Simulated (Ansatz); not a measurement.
# Resistivity from frozen vibrations: Au(111) with 4 thermally displaced layers, 2x2

Wanted: the phonon-limited resistivity of Au at 800 K by the Landauer route.

Method: Ansatz plane-wave DFT, PBE, PAW files; ballistic transport by layer matching (Landauer), zero bias; PAW set soft_1, in Ansatz 0.2.0.

## Step 1: The starting structure

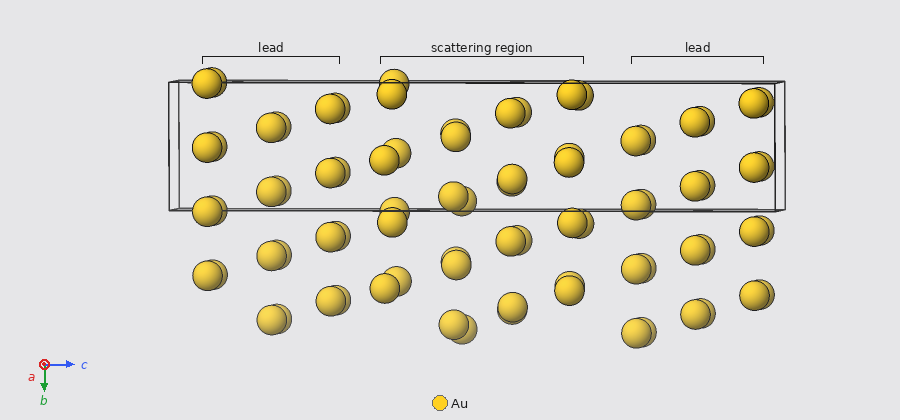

The cell as given, from the side, with the c axis across the page (gold yellow). 1×2×1 cells are drawn.

The cell holds 40 atoms: 40 Au. Cell: a = 5.768 Å, b = 5.768 Å, c = 23.605 Å, α = 93.5°, β = 86.5°, γ = 120.0°. It derives from Au. Regions: lead, 24 atoms (24 Au); scattering region, 16 atoms (16 Au). The structure is stacked along c, and the current runs across the ab planes.

## Step 2: With 4 displaced layers

Each atom of 4 layers is moved at random, by amounts drawn from a normal law 0.1474 Å wide in each direction from the Debye model (165 K) at 800 K. The layers about the cell's end stay perfect and serve as the lead. Disorder leaves little or no symmetry, which makes such runs dear. Energies from -0.05 to 0.05 eV in steps of 0.05 eV are too few for the program's thermal sum, so it prints no conductance; for a metal the transmission near the Fermi level serves, at a fraction of the cost.

input.yaml reads:

```yaml
crystal:
  lattice:
    - [5.7675164607, 0.0, 0.0]
    - [-2.8837582304, 4.9948157718, 0.0]
    - [1.4418791152, -0.8324692953, 23.5457873532]
  atoms:
    - { symbol: Au, position: [0.9916666667, 0.0083333333, 0.05] }
    - { symbol: Au, position: [0.9916666667, 0.5083333333, 0.05] }
    - { symbol: Au, position: [0.4916666667, 0.0083333333, 0.05] }
    - { symbol: Au, position: [0.4916666667, 0.5083333333, 0.05] }
    - { symbol: Au, position: [0.1416666667, 0.3583333333, 0.15] }
    - { symbol: Au, position: [0.1416666667, 0.8583333333, 0.15] }
    - { symbol: Au, position: [0.6416666667, 0.3583333333, 0.15] }
    - { symbol: Au, position: [0.6416666667, 0.8583333333, 0.15] }
    - { symbol: Au, position: [0.2916666667, 0.2083333333, 0.25] }
    - { symbol: Au, position: [0.2916666667, 0.7083333333, 0.25] }
    - { symbol: Au, position: [0.7916666667, 0.2083333333, 0.25] }
    - { symbol: Au, position: [0.7916666667, 0.7083333333, 0.25] }
    - { symbol: Au, position: [0.9561577144, 0.0899861686, 0.3546434443] }
    - { symbol: Au, position: [0.9853214767, 0.6048565245, 0.3424514166] }
    - { symbol: Au, position: [0.4062616717, 0.0192389745, 0.3493253094] }
    - { symbol: Au, position: [0.4663560575, 0.5582029902, 0.3531049453] }
    - { symbol: Au, position: [0.0459397379, 0.4117277461, 0.4443211891] }
    - { symbol: Au, position: [0.1491476888, 0.9355011094, 0.4559443369] }
    - { symbol: Au, position: [0.5985460967, 0.4271097016, 0.4541193689] }
    - { symbol: Au, position: [0.5756422364, 0.8935326681, 0.449281352] }
    - { symbol: Au, position: [0.2177140492, 0.2404945392, 0.5482256495] }
    - { symbol: Au, position: [0.2360220224, 0.7792873244, 0.5400061305] }
    - { symbol: Au, position: [0.754056228, 0.2392988054, 0.5465816055] }
    - { symbol: Au, position: [0.7052654314, 0.7538172955, 0.5484492713] }
    - { symbol: Au, position: [0.8885852089, 0.0926758023, 0.6505870528] }
    - { symbol: Au, position: [0.9448172596, 0.6198070528, 0.6464078488] }
    - { symbol: Au, position: [0.4135097755, 0.1051512765, 0.6537185357] }
    - { symbol: Au, position: [0.4035728462, 0.594775867, 0.6379135351] }
    - { symbol: Au, position: [0.0416666667, 0.4583333333, 0.75] }
    - { symbol: Au, position: [0.0416666667, 0.9583333333, 0.75] }
    - { symbol: Au, position: [0.5416666667, 0.4583333333, 0.75] }
    - { symbol: Au, position: [0.5416666667, 0.9583333333, 0.75] }
    - { symbol: Au, position: [0.1916666667, 0.3083333333, 0.85] }
    - { symbol: Au, position: [0.1916666667, 0.8083333333, 0.85] }
    - { symbol: Au, position: [0.6916666667, 0.3083333333, 0.85] }
    - { symbol: Au, position: [0.6916666667, 0.8083333333, 0.85] }
    - { symbol: Au, position: [0.8416666667, 0.1583333333, 0.95] }
    - { symbol: Au, position: [0.8416666667, 0.6583333333, 0.95] }
    - { symbol: Au, position: [0.3416666667, 0.1583333333, 0.95] }
    - { symbol: Au, position: [0.3416666667, 0.6583333333, 0.95] }
kpoints:
  mp_grid: { grid: [5, 5, 1] }
hamiltonian:
  xc: pbe
  pseudopotentials: { kind: paw, azcp: { folder: soft_1 } }
scf:
  occupations: { method: fermi_dirac, width: 0.1 }
output:
  transmission:
    leads: [[0, 4]]
    kmesh: [10, 10]
    e_range: [-0.05, 0.05]
    de: 0.05
  write_potential: true
  write_density: true
  volumetric_format: npy
  elf: true
```

Run with:

```sh
$ ansatz run input.yaml --threads 4 --pin off --max-ram 15360MiB --backend cpu --events-out ev --progress --plain --runs-dir out
```

Numbers of over 12 decimals in the logs are rounded to 6 here.

Log:

```text
Engine: ansatz 0.2.0, x86_64-unknown-linux-gnu
Pseudopotentials: kind: paw
Pseudopotential: Au, paw, valence charge 19, recommended cutoff 420 eV (normal), soft_1/Au.paw.azcp
Functional definition: PBE
  parameter kappa = 0.804
  parameter beta = 0.066725
  exchange = pbe_x(kappa = kappa, mu = beta*pi^2/3)
  correlation = pbe_c(beta = beta)
Crystal: 40 atoms, lattice volume = 678.300 Å³
Basis set: ecut = 420 eV, 13321 PW (Γ)
Bands: 456, of which v1, the nominal top of the filled ones, is band 380 counted from 1 (379 counted from 0)
Symmetry: 1 space group operations
Space group: P1 (ITA 1), of the structure as read, at distance tolerance 8.8e-5 Å
k-points: 13 of 25 (time reversal used)
Non-local potential: Au, projectors of the file, l = 0: 3, l = 1: 2, l = 2: 2, l = 3: 1
PAW form: soft (Blöchl's): semilocal exchange-correlation on the pseudo side does not see the compensation charge
PAW one-centre angular grid: Au, 590 points (default); XC on 64 Gauss nodes
Initial density: superposition of atomic densities (chi_scale 0.1, normalization cell)
Initial wavefunctions: pseudopotential atomic-orbital guess
Functional: x = pbe(κ = 0.804, μ = 0.219515), c = pbe(β = 0.066725)
SCF iter   1: F=—  HF=-526053.854727 eV  |F-HF|=—  |Δ(HF+E_count)|=         —  Δρ=6.75e-2  dr2=3.39e1  ethr=3.10e-3  ⟨swp⟩=4.0  Hψ=17608  notcnv=0  defer=156
preconditioner: auto → Kerker (q_TF=auto, 2.781 Å⁻¹)  [metal: Δε(μ)=0.015 eV  Ē_g=10.201 eV  σ=0.100 eV  W_gap=0.04  n_scr=260 (ndim 8)  ℏωp=29.9 eV  f_vac=0.000  D(μ)=17.92/eV (n_scr^D=106)]
SCF iter   2: F=—  HF=-526045.809676 eV  |F-HF|=—  |Δ(HF+E_count)|=    8.05e0  Δρ=3.10e-2  dr2=6.94e0  ethr=3.10e-3  ⟨swp⟩=3.0  Hψ=9880  notcnv=0  defer=713
SCF iter   3: F=—  HF=-526043.867033 eV  |F-HF|=—  |Δ(HF+E_count)|=    1.94e0  Δρ=7.39e-3  dr2=2.35e-1  ethr=9.13e-4  ⟨swp⟩=2.0  Hψ=8252  notcnv=0  defer=713
SCF iter   4: F=—  HF=-526043.927194 eV  |F-HF|=—  |Δ(HF+E_count)|=   6.02e-2  Δρ=1.32e-3  dr2=1.21e-2  ethr=3.09e-5  ⟨swp⟩=2.4  Hψ=11781  notcnv=0  defer=713
SCF iter   5: F=—  HF=-526043.930649 eV  |F-HF|=—  |Δ(HF+E_count)|=   3.46e-3  Δρ=3.28e-4  dr2=1.33e-3  ethr=1.59e-6  ⟨swp⟩=2.7  Hψ=9592  notcnv=0  defer=713
SCF iter   6: F=—  HF=-526043.930744 eV  |F-HF|=—  |Δ(HF+E_count)|=   9.46e-5  Δρ=1.16e-4  dr2=5.20e-4  ethr=1.75e-7  ⟨swp⟩=2.5  Hψ=8985  notcnv=0  defer=713
SCF iter   7: F=—  HF=-526043.930687 eV  |F-HF|=—  |Δ(HF+E_count)|=   5.74e-5  Δρ=4.94e-5  dr2=4.80e-5  ethr=6.84e-8  ⟨swp⟩=1.0  Hψ=5213  notcnv=0  defer=713
SCF iter   8: F=—  HF=-526043.931100 eV  |F-HF|=—  |Δ(HF+E_count)|=   4.14e-4  Δρ=9.88e-6  dr2=5.06e-6  ethr=6.31e-9  ⟨swp⟩=2.8  Hψ=9673  notcnv=0  defer=713
SCF iter   9: F=—  HF=-526043.931100 eV  |F-HF|=—  |Δ(HF+E_count)|=   1.05e-7  Δρ=4.07e-6  dr2=4.67e-7  ethr=6.66e-10  ⟨swp⟩=1.0  Hψ=5213  notcnv=0  defer=713
SCF iter  10: F=—  HF=-526043.931100 eV  |F-HF|=—  |Δ(HF+E_count)|=   1.49e-8  Δρ=1.80e-6  dr2=1.06e-7  ethr=1.32e-11  ⟨swp⟩=8.5  Hψ=22122  notcnv=0
SCF iter  11: F=-526043.931100 eV  HF=-526043.931100 eV  |F-HF|=5.59e-9  |Δ(HF+E_count)|=   2.91e-9  Δρ=6.62e-7  dr2=7.99e-9  ethr=1.32e-11  ⟨swp⟩=2.0  Hψ=10883  notcnv=0
SCF 1 converged in 11 iterations: F = -526043.931100 eV  dr2 = 7.99e-9
  greatest PAW one-centre occupation: 1.000 electrons in one spin orbital (limit 2), on the Au atom at site 28 (counted from 0), in its partial waves of l = 0
transmission: 162 of 1560 steps passed
transmission: 315 of 1560 steps passed
[...]
transmission: 1560 of 1560 steps passed
SCF converged after 11 iterations
Free energy (F): -526043.931100 eV
Harris-Foulkes:  -526043.931100 eV  (|F-HF|=5.59e-9)
Internal energy: -526043.457012 eV  (E = F + TS)
E sigma→0 (E₀):  -526043.694056 eV
Entropy (-TS):   -0.474088 eV (-11.852 meV/atom)
Fermi energy:    20.729659 eV
--- Per-component energies (eV) ---
  E_band       = -8252.633403
  E_kinetic    = 23154.495537
  E_local      = -68491.920464  (includes V_loc(G=0)·N_el)
  E_nonlocal   = 3921.841001
  E_hartree    = 29745.669106
  E_xc         = -8628.215768
  E_vxc        = -10481.425110  (∫ρ·V_xc dr)
  E_paw        = -389266.148975  (= ΣΔE_a)
  E_vpaw       = -15847.025838  (= ΣTr[D̂ρ^β])
  E_aug_tail   = 0.066820  (compensation charges beyond the density's cutoff)
  E_ewald      = -116479.244269
  E_smearing   = -0.474088  (= −TS)
  E_closure    = -0.000000  (closes the sum)
  Σ components = -526043.931100   (vs F -526043.931100, Δ=0.00e0)
--- Band table (eV; the first three rows and the last of 13) ---
  k-point 0: bands = [... 376 lower, 20.8161, 21.1351, 21.2016, 21.2742, 21.3012, 21.4888, 21.5223, 21.6166, ... 72 higher]
  k-point 1: bands = [... 376 lower, 20.3741, 20.4291, 20.5249, 20.6632, 20.7439, 20.8615, 20.9529, 21.0742, ... 72 higher]
  k-point 2: bands = [... 376 lower, 20.5011, 20.5324, 20.5678, 20.6340, 20.6962, 20.8324, 20.8650, 21.0577, ... 72 higher]
  k-point 12: bands = [... 376 lower, 19.5409, 20.2034, 20.3489, 20.6724, 20.7861, 20.8399, 21.2548, 22.1961, ... 72 higher]
--- Transmission ---
  basis      : 253 plane waves across, 30 finite elements along
  points     : 52, standing for a mesh of 10 x 10
  energies   : 3 from -0.050000 to 0.050000 eV about the Fermi level, 0.050000 eV apart; the leads are filled to 0.000000 eV, and channels, transmission and decay are at 0.000000 eV
  crystal 0  : Au4, at the sites [0, 4], period 2.3546 Å, over 14.13 Å; its Hamiltonian steps by up to 9.3 meV
    offset         : up to 0.0000 Å between an atom of the period and one for which it stands
    channels       : 3.210000e0 a spin
    conductance    : none, the energies end too early or step too widely for 300 K: set another output.transmission.e_range or a lower de, or, where they end at an eighth of basis.ecutwfc, a higher one
  junction   : crystal 0 to crystal 0, 0.70 to 21.89 Å
    transmission   : 3.003056e0 a spin
    conductance    : none, the energies end too early or step too widely for 300 K: set another output.transmission.e_range or a lower de, or, where they end at an eighth of basis.ecutwfc, a higher one
```

Run time: 8.6 min. Hardware: 4 threads of AMD EPYC 7R43, shared host; peak memory 6.6 GiB; 30 min of CPU time.

Numbers from this step:

```
free energy                                    : -526043.9311 eV
energy at zero smearing                        : -526043.6941 eV
Fermi energy                                   : 20.73 eV
cell area                                      : 28.81 Å²
transmission per spin nearest the Fermi level  : 3.003
open channels per spin nearest the Fermi level : 3.21
step of the lead's potential                   : 9.3 meV
```

Per spin. The transmission, zone mean by energy, zero at the Fermi level:

```tsv
energy (eV)	transmission, zone mean
-0.0500	2.99
0.0000	3.00
0.0500	3.01
```

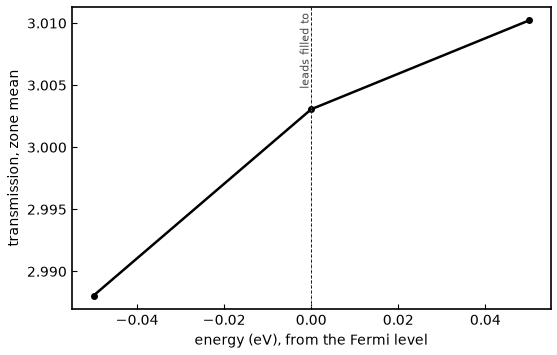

Transmission, zone mean, plotted against energy.

Per spin. The open channels, zone mean, lead stays at 3.21 for energy from -0.05 to 0.05 eV.

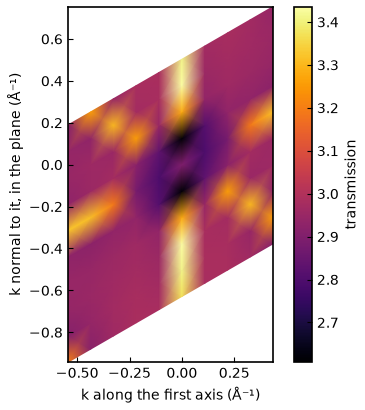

Transmission over k1 and k2. At 0.0000 eV from the Fermi level.

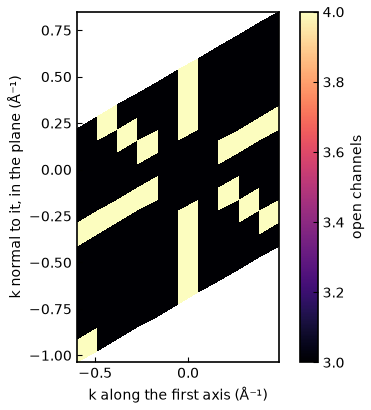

Open channels over k1 and k2. At 0.0000 eV from the Fermi level.

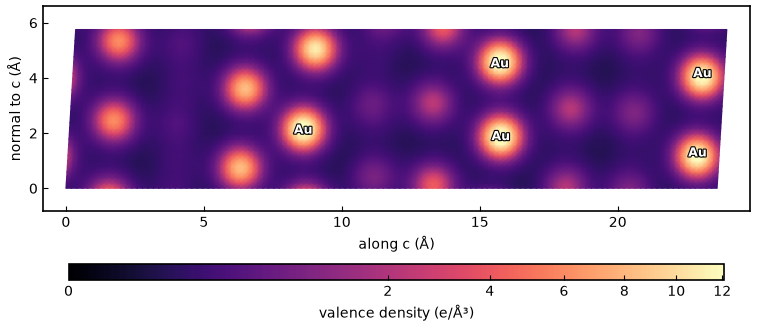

Valence density in the ca plane at fractional y = 0.620, with atoms of Au within 0.2 Å of it. It is the smooth field of the valence electrons, not physical close to the nuclei. The map starts off the cell's origin, so that atoms lie inside it. The colour scale is stretched toward low values.

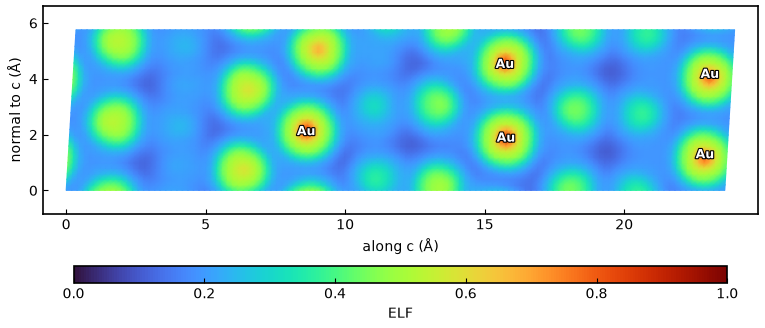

ELF in the ca plane at fractional y = 0.620, with atoms of Au within 0.2 Å of it. It is the smooth field of the valence electrons, not physical close to the nuclei. The map starts off the cell's origin, so that atoms lie inside it.

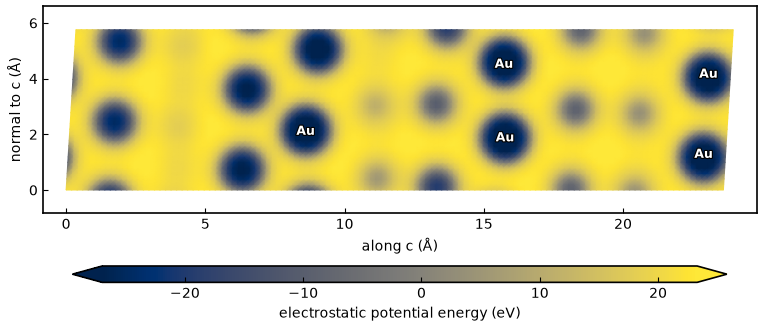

Electrostatic potential energy in the ca plane at fractional y = 0.620, with atoms of Au within 0.2 Å of it. With pseudopotentials it is smooth inside the atoms' cores, unlike the true potential. The map starts off the cell's origin, so that atoms lie inside it.

Over the solved energies the transmission per spin lies between 2.99 and 3.01, out of 3.21 channels of the lead on average (up to 3.21).

(Part 1 of 2 ends here.)

[Logs are printed without paths, hosts, clocks, repeated set-up lines and the standing remarks that a program may print on its own settings, such as how far it seeks lower states.]

[Hosts, paths, dates, database ids (printed as entryN), source tags and the programs' standing remarks are cut or masked in the printed files.]
